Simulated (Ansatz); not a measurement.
# CH4FSi (SMILES [CH2][SiH2]F): RPA@PBE/6-311+G(d,p)

What is the vertical electron affinity of CH4FSi at RPA@PBE/6-311+G**? 

The results are computed with Ansatz 0.2.0.

59 further runs of the same task are left out: 1 that didn't finish, 58 set aside as unsound or not needed.

### Step 1. The system as given

CH4FSi has 7 atoms, charge 0, and is taken as a doublet. SMILES: `[CH2][SiH2]F`. The shape is that of a PBE0-D4/def2-TZVP optimisation. This is one conformer, not always the lowest.

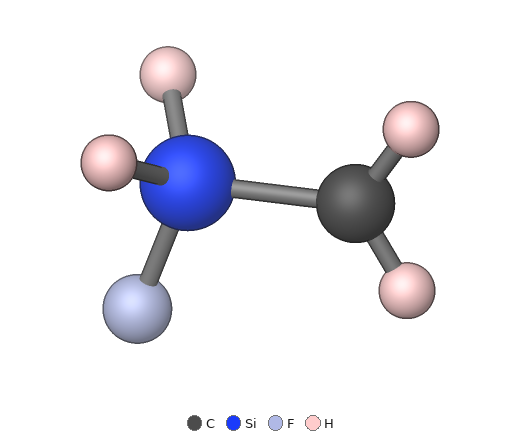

Viewed from a chosen angle; carbon dark grey, silicon blue, fluorine light blue, hydrogen pink.

### Step 2. A single-point energy at RPA@PBE/6-311+G(d,p)

Contents of job.yaml:

```yaml
crystal:
  periodic: [false, false, false]
  atoms:
    - {symbol: C, position_ang: [-0.871900, 0.281100, -0.615800]}
    - {symbol: Si, position_ang: [0.588600, -0.157300, 0.392500]}
    - {symbol: F, position_ang: [0.652600, -1.749500, 0.550500]}
    - {symbol: H, position_ang: [-1.536000, -0.466000, -1.038500]}
    - {symbol: H, position_ang: [-1.136000, 1.310700, -0.837900]}
    - {symbol: H, position_ang: [0.509900, 0.430600, 1.755300]}
    - {symbol: H, position_ang: [1.854000, 0.282500, -0.251700]}
basis:
  gaussian: {orbitals: 6-311+G_st__st_-spherical.json}
hamiltonian: {xc: {name: PBE}}
accuracy: high
correlation: {method: rpa, frozen_orbitals: {C: 1, F: 1, H: 0, Si: 5}}
magnetization: {spin_polarized: true, initial_magnetization: 1}
```

The basis set 6-311+G** is read from a file made from the Basis Set Exchange's data (not shown).

Started as:

```sh
$ ansatz run job.yaml --threads 1 --pin off --max-ram 3480MiB --events-out events.jsonl --progress --plain --runs-dir runs
```

Log:

```text
Warning: RAYON_NUM_THREADS=1 ignored (pool sized by the plan → 1); use --threads N
Functional definition: PBE
  name "PBE"
  parameter kappa = 0.804
  parameter beta = 0.06672455060314922
  exchange = pbe_x(kappa = kappa, mu = beta*pi^2/3)
  correlation = pbe_c(beta = beta)
1833 factors; integrals over basis functions are off by at most 4.3e-9 eV
mean field evaluation 1: about -11681.8276 eV, gradient 4.2e1 eV
mean field evaluation 2: about -11681.8215 eV, gradient 4.2e1 eV
mean field evaluation 4: about -11689.1881 eV, gradient 9.5e0 eV
mean field evaluation 8: about -11689.4882 eV, gradient 9.6e-2 eV
mean field evaluation 16: about -11689.4882 eV, gradient 3.9e-5 eV
mean field -11689.48823369 eV, -429.5807691683 hartree, gradient 6.0e-8 eV, S^2 0.753159; 0 other end points of the search recorded, 0 dependent functions left out
7 core orbitals not correlated: weight in the atoms' cores, before any rotation towards them, 1.000 or more for the frozen orbitals, at most 0.000 for the correlated occupied ones
reference -11662.63702026 eV, -428.5940052753 hartree; 10, 9 occupied and 81, 82 virtual orbitals, 1833 factors
Total energy: -11682.35801003 eV, -429.3187382819 hartree
```

It took 13 s on 1 thread of Arm Neoverse V2, shared host; peak memory 0.39 GiB.

### Step 3. The singlet anion

Contents of molecule.yaml:

```yaml
basis:
  gaussian:
    orbitals: 6-311+G_st__st_-spherical.json
crystal:
  periodic: [false, false, false]
  atoms:
    - {symbol: C, position_ang: [-0.871900, 0.281100, -0.615800]}
    - {symbol: Si, position_ang: [0.588600, -0.157300, 0.392500]}
    - {symbol: F, position_ang: [0.652600, -1.749500, 0.550500]}
    - {symbol: H, position_ang: [-1.536000, -0.466000, -1.038500]}
    - {symbol: H, position_ang: [-1.136000, 1.310700, -0.837900]}
    - {symbol: H, position_ang: [0.509900, 0.430600, 1.755300]}
    - {symbol: H, position_ang: [1.854000, 0.282500, -0.251700]}
total_charge: -1
hamiltonian:
  xc: {name: PBE}
correlation:
  method: rpa
  frozen_orbitals: {C: 1, F: 1, H: 0, Si: 5}
accuracy: high
```

The basis set 6-311+G** is read from a file made from the Basis Set Exchange's data (not shown).

Started as:

```sh
$ ansatz run molecule.yaml --threads 1 --pin off --max-ram 3480MiB --events-out events.jsonl --progress --plain --runs-dir runs
```

Log, cut to the lines that bear on the results:

```text
Warning: RAYON_NUM_THREADS=1 ignored (pool sized by the plan → 1); use --threads N
[... 2 set-up lines as earlier in the session ...]
[...]
1833 factors; integrals over basis functions are off by at most 4.3e-9 eV
[...]
mean field -11690.38242957 eV, -429.6136302608 hartree, gradient 5.5e-8 eV, S^2 0.000000; 0 other end points of the search recorded, 0 dependent functions left out
7 core orbitals not correlated: weight in the atoms' cores, before any rotation towards them, 1.000 or more for the frozen orbitals, at most 0.000 for the correlated occupied ones
reference -11662.09436451 eV, -428.5740630444 hartree; 10, 10 occupied and 81, 81 virtual orbitals, 1833 factors
Total energy: -11683.10200059 eV, -429.3460794308 hartree
```

Run time: 11 s. Hardware: 1 thread of Arm Neoverse V2, shared host; peak memory 0.4 GiB.

### Step 4. What came out

Level: RPA@PBE/6-311+G**, 7 core orbitals frozen.

| quantity | value |
| --- | --- |
| doublet CH4FSi: total energy | -429.31874 Eh |
| doublet CH4FSi: RPA correlation energy (valence) | -724.7 mEh |
| doublet CH4FSi: ⟨S²⟩ of the reference determinant | 0.753 |
| singlet anion: total energy | -429.34608 Eh |
| singlet anion: RPA correlation energy (valence) | -772.0 mEh |
| vertical electron affinity (to the singlet anion) | 0.744 eV |

What this shows: At fixed nuclei the extra electron is bound by 0.74 eV (71.8 kJ/mol).
